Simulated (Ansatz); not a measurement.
## BNH$_{4}$O: geometry relaxation

System: BNH$_{4}$O.
Method: RKS r2SCAN-D4/def2-SVP (Ansatz 0.2.0).

It belongs to a series of runs on one base structure; here: end point B relaxed. Figures and captions count atoms from 1; the log counts them from 0 in places.

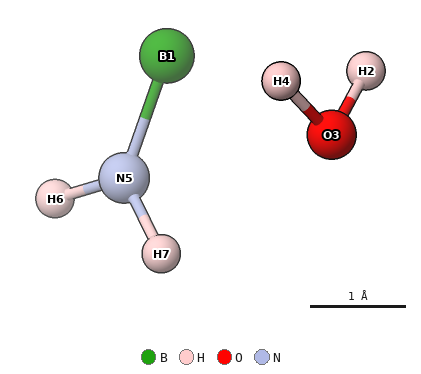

**Figure 1.** The starting structure (ball-and-stick view, seen at a tilt; atoms are numbered from 1 in the order of the input). Bond lengths as drawn: B–N 1.38 Å, H–N 1.02 Å and H–O 0.97 to 0.99 Å.

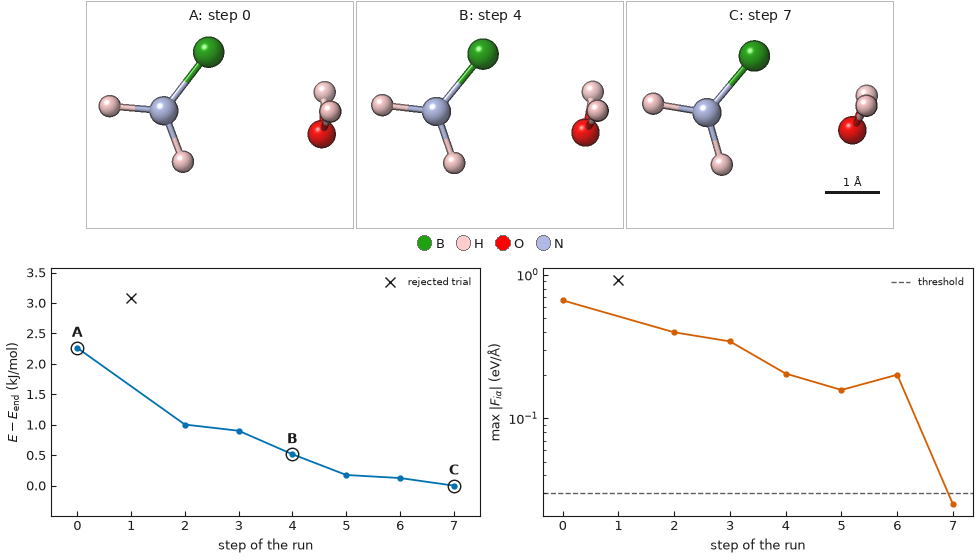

**Figure 2.** Frames of the relaxation (ball-and-stick view, seen on its broad side) above the curves, on which the letters mark them (the first geometry is step 0 here and step 1 in the log).

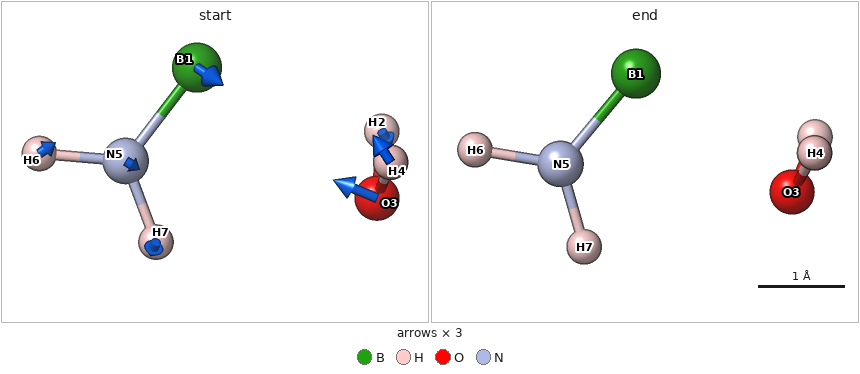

**Figure 3.** Before (left) and after (right) the relaxation, at one scale (ball-and-stick view, seen on its broad side). The blue arrows give the displacements, magnified 3 times. The largest move after the best rigid fit is that of O3, 0.19 Å. Largest moves by element: O 0.19 Å, B 0.15 Å, H 0.13 Å, N 0.07 Å. Distances before and after: H2–O3 0.987 → 0.972 Å, B1–N5 1.378 → 1.384 Å. Among the angles that change: B1–N5–H7 122.1° → 124.4°, B1–N5–H6 122.5° → 120.3°. The energy falls by 2.26 kJ/mol in 7 geometry steps. Largest force component: 0.66 eV/Å at the start, 0.025 eV/Å at the end. The line search rejected the trial step at point 1 (counted from 0) and went back. (Atoms are counted from 1 in the order of the input.)

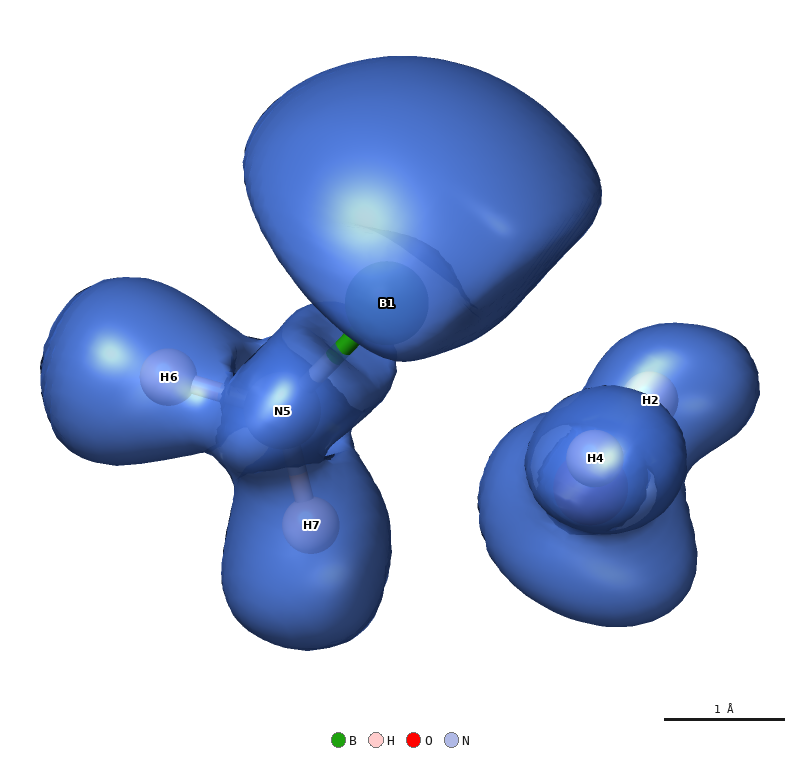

**Figure 4.** Isosurface of the ELF at 0.75 (blue), seen at a tilt. Only the valence region is drawn (cores and ρ < 0.01 e/Å³ removed). Values along the shortest contacts: B1···O3 (2.30 Å): the ELF is only about 0.25 between them. B–N (1.38 Å): the ELF peaks at about 0.95 between the atoms, which marks a shared but strongly polarised pair.

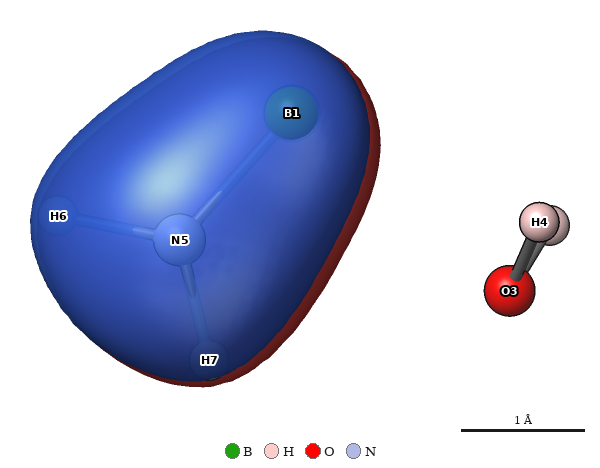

**Figure 5.** One frontier orbital at ±0.1 Å⁻³ᐟ² (blue and red are the two phases), seen face on. The HOMO−1, at −7.67 eV. Its weight (Hirshfeld) is mainly on N5 (70 %) and B1 (20 %).

These pictures come from the run below.

**The input**
```yaml
crystal:
  periodic: [false, false, false]
  atoms:
    - { symbol: B, position_ang: [-0.823808, -0.893902, 0.3286] }
    - { symbol: H, position_ang: [1.204065, 0.147071, 1.043636] }
    - { symbol: O, position_ang: [1.508359, 0.25483, 0.110808] }
    - { symbol: H, position_ang: [1.777367, -0.654005, -0.093523] }
    - { symbol: "N", position_ang: [-1.330934, -0.139025, -0.706827] }
    - { symbol: H, position_ang: [-2.294746, -0.21571, -1.016369] }
    - { symbol: H, position_ang: [-0.767803, 0.548841, -1.199525] }
basis:
  gaussian: { orbitals: def2-SVP }
hamiltonian:
  xc: r2scan
  dispersion: d4
relax:
  f_tol: 0.03
  max_steps: 50
output:
  orbitals: {}
```

Launched with:
```bash
ansatz run input.yaml --threads 1 --pin off --max-ram 2048MiB --backend cpu --events-out ev --progress --plain --runs-dir out
```

**The program's output**
```
The last accepted step is kept in [file] (removed where the run ends without a failure and the disk answers)
Engine: ansatz 0.2.0, aarch64-unknown-linux-gnu
Functional definition: r2SCAN
  parameter k0 = 0.174
  parameter k1 = 0.065
  parameter a1 = 4.9479
  exchange = r2scan_x(k0 = k0, k1 = k1, a1 = a1)
  correlation = r2scan_c
701 factors; their error is unknown
mean field evaluation 1: about -4262.4843 eV, gradient 6.7e1 eV
mean field evaluation 2: about -4235.8778 eV, gradient 1.3e2 eV
mean field evaluation 4: about -4270.7994 eV, gradient 6.7e0 eV
mean field evaluation 8: about -4270.9063 eV, gradient 1.1e-1 eV
mean field evaluation 16: about -4270.8800 eV, gradient 3.3e-5 eV
mean field -4270.87995613 eV, -156.9519434815 hartree, gradient 3.3e-5 eV, S^2 0.000000; 0 other end points of the search recorded, 0 dependent functions left out
the calculation of the forces begins
reference -4270.87996438 eV, -156.9519437845 hartree; 12, 12 occupied and 50, 50 virtual orbitals, 701 factors
relax step   1: F+E_penalty+E_count = -4270.89863572 eV  Δ(F+E_penalty+E_count) = +0.000e0 eV  max|allowed force component| = 6.625e-1 eV/Å  Δτ_max = 0.0000 Å  (26 SCF iters, accepted)
these checks for a lower state are left out or cut short: starts, cluster_reference, orbital_swaps, neighbouring_geometries, increment
701 factors; their error is unknown
mean field -4270.87122808 eV, -156.9516227315 hartree, gradient 9.8e-6 eV, S^2 0.000000; 0 other end points of the search recorded, 0 dependent functions left out
the calculation of the forces begins
reference -4270.87123629 eV, -156.9516230330 hartree; 12, 12 occupied and 50, 50 virtual orbitals, 701 factors
relax step   2: F+E_penalty+E_count = -4270.89019909 eV  Δ(F+E_penalty+E_count) = +8.437e-3 eV  max|allowed force component| = 9.241e-1 eV/Å  Δτ_max = 0.1919 Å  (33 SCF iters, rejected (line search))
these checks for a lower state are left out or cut short: starts, cluster_reference, orbital_swaps, neighbouring_geometries, increment
701 factors; their error is unknown
mean field evaluation 32: about -4270.8929 eV, gradient 2.3e-5 eV
mean field -4270.89286834 eV, -156.9524179962 hartree, gradient 2.3e-5 eV, S^2 0.000000; 0 other end points of the search recorded, 0 dependent functions left out
the calculation of the forces begins
reference -4270.89287655 eV, -156.9524182981 hartree; 12, 12 occupied and 50, 50 virtual orbitals, 701 factors
relax step   3: F+E_penalty+E_count = -4270.91168941 eV  Δ(F+E_penalty+E_count) = -1.305e-2 eV  max|allowed force component| = 3.969e-1 eV/Å  Δτ_max = 0.0945 Å  (28 SCF iters, accepted)
these checks for a lower state are left out or cut short: starts, cluster_reference, orbital_swaps, neighbouring_geometries, increment
701 factors; their error is unknown
mean field -4270.89382220 eV, -156.9524530500 hartree, gradient 1.6e-5 eV, S^2 0.000000; 0 other end points of the search recorded, 0 dependent functions left out
the calculation of the forces begins
reference -4270.89383031 eV, -156.9524533482 hartree; 12, 12 occupied and 50, 50 virtual orbitals, 701 factors
relax step   4: F+E_penalty+E_count = -4270.91274413 eV  Δ(F+E_penalty+E_count) = -1.055e-3 eV  max|allowed force component| = 3.432e-1 eV/Å  Δτ_max = 0.0683 Å  (28 SCF iters, accepted)
these checks for a lower state are left out or cut short: starts, cluster_reference, orbital_swaps, neighbouring_geometries, increment
701 factors; their error is unknown
mean field -4270.89783984 eV, -156.9526006957 hartree, gradient 1.6e-5 eV, S^2 0.000000; 0 other end points of the search recorded, 0 dependent functions left out
the calculation of the forces begins
reference -4270.89784796 eV, -156.9526009941 hartree; 12, 12 occupied and 50, 50 virtual orbitals, 701 factors
relax step   5: F+E_penalty+E_count = -4270.91674374 eV  Δ(F+E_penalty+E_count) = -4.000e-3 eV  max|allowed force component| = 2.048e-1 eV/Å  Δτ_max = 0.0334 Å  (27 SCF iters, accepted)
these checks for a lower state are left out or cut short: starts, cluster_reference, orbital_swaps, neighbouring_geometries, increment
701 factors; their error is unknown
mean field -4270.90134899 eV, -156.9527296545 hartree, gradient 1.6e-5 eV, S^2 0.000000; 0 other end points of the search recorded, 0 dependent functions left out
the calculation of the forces begins
reference -4270.90135712 eV, -156.9527299531 hartree; 12, 12 occupied and 50, 50 virtual orbitals, 701 factors
relax step   6: F+E_penalty+E_count = -4270.92027239 eV  Δ(F+E_penalty+E_count) = -3.529e-3 eV  max|allowed force component| = 1.575e-1 eV/Å  Δτ_max = 0.0623 Å  (28 SCF iters, accepted)
these checks for a lower state are left out or cut short: starts, cluster_reference, orbital_swaps, neighbouring_geometries, increment
701 factors; their error is unknown
mean field -4270.90184628 eV, -156.9527479294 hartree, gradient 1.2e-5 eV, S^2 0.000000; 0 other end points of the search recorded, 0 dependent functions left out
the calculation of the forces begins
reference -4270.90185440 eV, -156.9527482278 hartree; 12, 12 occupied and 50, 50 virtual orbitals, 701 factors
relax step   7: F+E_penalty+E_count = -4270.92079418 eV  Δ(F+E_penalty+E_count) = -5.218e-4 eV  max|allowed force component| = 2.011e-1 eV/Å  Δτ_max = 0.0374 Å  (27 SCF iters, accepted)
these checks for a lower state are left out or cut short: starts, cluster_reference, orbital_swaps, neighbouring_geometries, increment
701 factors; their error is unknown
mean field evaluation 64: about -4270.9031 eV, gradient 3.8e-5 eV
mean field -4270.90312460 eV, -156.9527949068 hartree, gradient 1.5e-5 eV, S^2 0.000000; 0 other end points of the search recorded, 0 dependent functions left out
the calculation of the forces begins
reference -4270.90313271 eV, -156.9527952051 hartree; 12, 12 occupied and 50, 50 virtual orbitals, 701 factors
relax step   8: F+E_penalty+E_count = -4270.92208226 eV  Δ(F+E_penalty+E_count) = -1.288e-3 eV  max|allowed force component| = 2.518e-2 eV/Å  Δτ_max = 0.0256 Å  (27 SCF iters, accepted)
701 factors; their error is unknown
mean field -4270.90312460 eV, -156.9527949068 hartree, gradient 1.5e-5 eV, S^2 0.000000; 1 other end points of the search recorded, 0 dependent functions left out
the calculation of the forces begins
reference -4270.90313271 eV, -156.9527952051 hartree; 12, 12 occupied and 50, 50 virtual orbitals, 701 factors
Total energy: -4270.92209038 eV, -156.9534918863 hartree
Atom 0 at    -0.685787    -0.903604     0.265609 Å, force     0.007478    -0.016169     0.012191 eV/Å
Atom 1 at     1.243030     0.226886     1.044147 Å, force     0.002251    -0.000552    -0.002087 eV/Å
Atom 2 at     1.335216     0.179999     0.078122 Å, force    -0.006226     0.001864    -0.001545 eV/Å
Atom 3 at     1.679262    -0.721283    -0.034797 Å, force    -0.002729     0.001691     0.002842 eV/Å
Atom 4 at    -1.268778    -0.112883    -0.709379 Å, force    -0.005527     0.025179    -0.024735 eV/Å
Atom 5 at    -2.239722    -0.257172    -0.974143 Å, force    -0.006412    -0.007381     0.008219 eV/Å
Atom 6 at    -0.790720     0.636157    -1.202758 Å, force     0.011165    -0.004632     0.005115 eV/Å
Dipole moment:     0.041677     0.378644    -0.350193 e Å
```

**Trajectory as extended XYZ (Å, eV, eV/Å), 8 frames, from step=1 to step=8**
```
7
Properties=species:S:1:pos:R:3:forces:R:3 step=1 energy=-4270.89864
B    -0.8238   -0.8939    0.3286    0.0776   0.0259   0.0195
H     1.2041    0.1471    1.0436    0.2040   0.0801  -0.6625
O     1.5084    0.2548    0.1108   -0.3398  -0.1226   0.6445
H     1.7774   -0.6540   -0.0935    0.0140   0.0010  -0.0058
N    -1.3309   -0.1390   -0.7068    0.0580  -0.0052   0.0240
H    -2.2947   -0.2157   -1.0164   -0.0920  -0.0243  -0.0176
H    -0.7678    0.5488   -1.1995    0.0783   0.0452  -0.0020
7
Properties=species:S:1:pos:R:3:forces:R:3 step=2 energy=-4270.89020 accepted=F
B    -0.8081   -0.9021    0.3740    0.1163   0.0178  -0.0325
H     1.1434    0.1574    0.9934    0.0263   0.1837  -0.4208
O     1.3363    0.2249    0.0313    0.4268  -0.9241   0.5835
H     1.7769   -0.6501   -0.0981   -0.3818   0.7419  -0.0655
N    -1.2662   -0.1443   -0.6836   -0.1666   0.1274  -0.1436
H    -2.2225   -0.2074   -1.0259    0.0112  -0.0183   0.0502
H    -0.6874    0.5696   -1.1244   -0.0323  -0.1284   0.0286
7
Properties=species:S:1:pos:R:3:forces:R:3 step=3 energy=-4270.91169
B    -0.7906   -0.8844    0.3340    0.0634  -0.0286   0.0616
H     1.1863    0.1396    1.0348    0.0502   0.1096  -0.3756
O     1.4190    0.2362    0.0863   -0.0082  -0.3891   0.3969
H     1.7855   -0.6514   -0.0877   -0.1109   0.2630  -0.0284
N    -1.3082   -0.1302   -0.6973    0.0106   0.0570  -0.0849
H    -2.2733   -0.2155   -1.0050   -0.0207  -0.0188   0.0195
H    -0.7462    0.5538   -1.1983    0.0157   0.0068   0.0109
7
Properties=species:S:1:pos:R:3:forces:R:3 step=4 energy=-4270.91274
B    -0.7413   -0.8668    0.3432   -0.0031  -0.0288  -0.0076
H     1.1497    0.1409    1.0240    0.0457   0.0710  -0.1049
O     1.3926    0.2359    0.0825    0.0346  -0.3432   0.1253
H     1.7198   -0.6654   -0.1000   -0.0545   0.2623   0.0001
N    -1.2667   -0.1543   -0.7160   -0.0443   0.1795  -0.0467
H    -2.2478   -0.2185   -0.9804    0.0591  -0.0486   0.0142
H    -0.7337    0.5763   -1.1865   -0.0376  -0.0921   0.0196
7
Properties=species:S:1:pos:R:3:forces:R:3 step=5 energy=-4270.91674
B    -0.7402   -0.8647    0.3372   -0.0214  -0.0190   0.0042
H     1.1687    0.1385    1.0328    0.0289   0.0631  -0.0879
O     1.3929    0.2300    0.0874    0.0003  -0.2048   0.1148
H     1.7268   -0.6653   -0.0979   -0.0264   0.1383  -0.0171
N    -1.2820   -0.1299   -0.6990   -0.0156   0.0893  -0.0984
H    -2.2515   -0.2351   -0.9938    0.0889  -0.0089   0.0495
H    -0.7422    0.5745   -1.2000   -0.0547  -0.0580   0.0350
7
Properties=species:S:1:pos:R:3:forces:R:3 step=6 energy=-4270.92027
B    -0.7249   -0.8883    0.3028   -0.0063   0.0623  -0.0762
H     1.2130    0.1809    1.0439   -0.0028   0.0308   0.0151
O     1.3613    0.2041    0.0837   -0.0144  -0.0279   0.0194
H     1.7128   -0.6876   -0.0680    0.0033  -0.0099  -0.0258
N    -1.2764   -0.1187   -0.7082    0.0810  -0.1232   0.1575
H    -2.2458   -0.2445   -0.9793   -0.1079  -0.0018  -0.0415
H    -0.7675    0.6022   -1.2081    0.0471   0.0696  -0.0485
7
Properties=species:S:1:pos:R:3:forces:R:3 step=7 energy=-4270.92079
B    -0.7009   -0.8962    0.2774   -0.0021   0.0717  -0.0733
H     1.2381    0.2076    1.0515    0.0088   0.0045  -0.1345
O     1.3375    0.1852    0.0825   -0.0433   0.0505   0.1464
H     1.6952   -0.7066   -0.0483    0.0176  -0.0606  -0.0126
N    -1.2707   -0.1105   -0.7129    0.1066  -0.1666   0.2011
H    -2.2410   -0.2555   -0.9682   -0.1411   0.0081  -0.0660
H    -0.7858    0.6240   -1.2152    0.0535   0.0925  -0.0612
7
Properties=species:S:1:pos:R:3:forces:R:3 step=8 energy=-4270.92208
B    -0.6858   -0.9036    0.2656    0.0075  -0.0162   0.0122
H     1.2430    0.2269    1.0441    0.0023  -0.0006  -0.0021
O     1.3352    0.1800    0.0781   -0.0062   0.0019  -0.0015
H     1.6793   -0.7213   -0.0348   -0.0027   0.0017   0.0028
N    -1.2688   -0.1129   -0.7094   -0.0055   0.0252  -0.0247
H    -2.2397   -0.2572   -0.9741   -0.0064  -0.0074   0.0082
H    -0.7907    0.6362   -1.2028    0.0112  -0.0046   0.0051
```

**Summary**

| quantity | value |
| --- | --- |
| outcome | converged |
| total energy | −4270.9221 eV |
| mean-field energy | −4270.9031 eV |
| largest force (length of the vector) at the end | 0.036 eV/Å |
| hardware | 1 thread of Arm Neoverse N1, 24 GiB of memory available, shared host |
| wall time | 32 s |
| peak memory | 0.13 GiB |
